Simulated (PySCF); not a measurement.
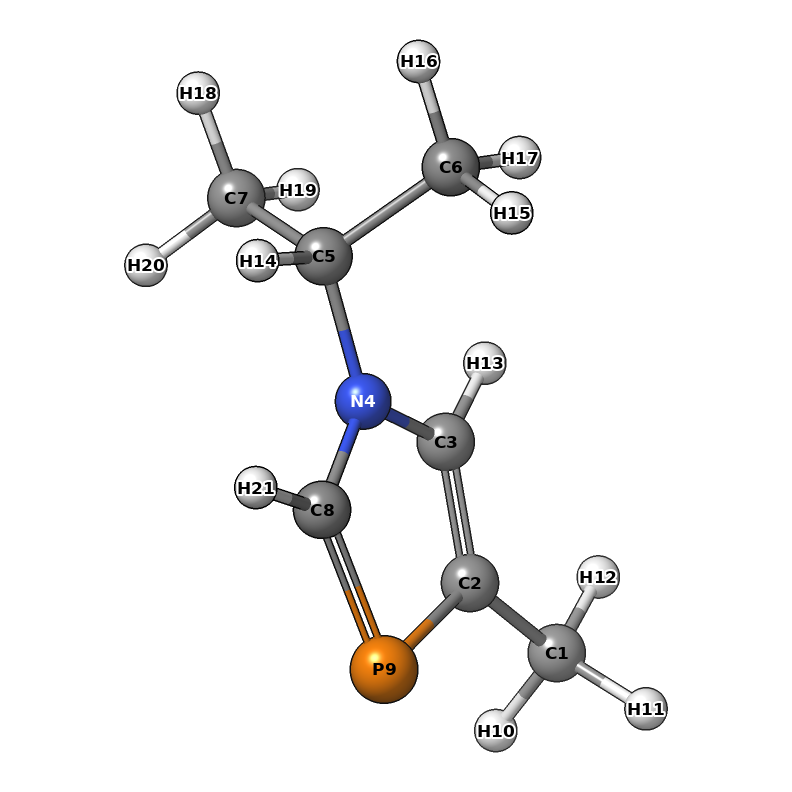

Computed geometry: PBE0-D3(BJ)/def2-SVP optimisation. No frequency run is at hand to confirm it as a minimum. Method: GIAO PBE0/pcSseg-1 NMR shielding, non-relativistic, gas phase (PySCF 2.14.0), and the same with a continuum solvent (IEF-PCM, Bondi radii x 1.2, gas-phase geometry).

How do dipole (D), HOMO–LUMO gap (eV), σ(P9) (ppm), σ(N4) (ppm), σ(C3) (ppm) change in acetone (ε = 20.5), methanol (ε = 32.6)?

```
   medium  dipole (D)  HOMO–LUMO gap (eV)  σ(P9) (ppm)  σ(N4) (ppm)  σ(C3) (ppm)
gas phase        3.97                6.08        196.5         43.7         57.2
  acetone        5.50                6.10        220.5         31.8         53.4
 methanol        5.55                6.10        221.4         31.4         53.3
```
